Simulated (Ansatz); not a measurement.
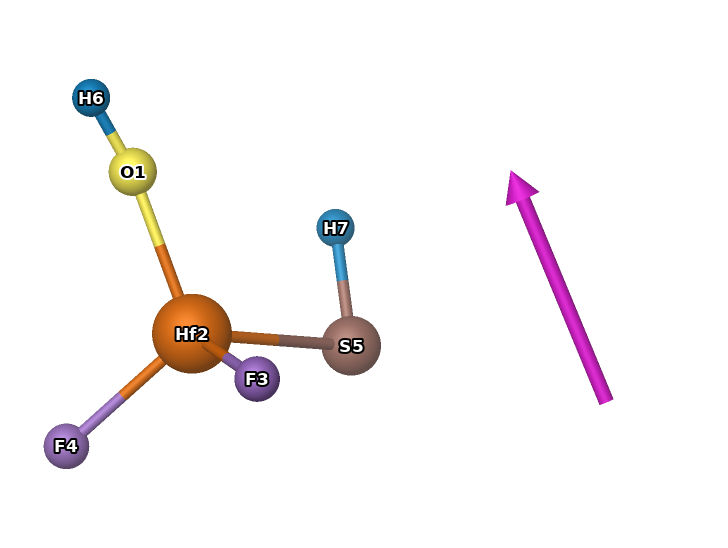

The arrow beside the molecule shows the direction of the dipole moment, from the negative to the positive end (its length means nothing). Charge 0, singlet. The geometry was computed by an optimisation with PBE0-D4/def2-TZVP. Properties computed with RKS r2SCAN-D4/def2-TZVPP, core potentials on Hf (Ansatz 0.2.0).

Estimate the dipole moment.

3.31 D; it points from the side of S5 to the side of H6 (the outermost atoms at the two ends).
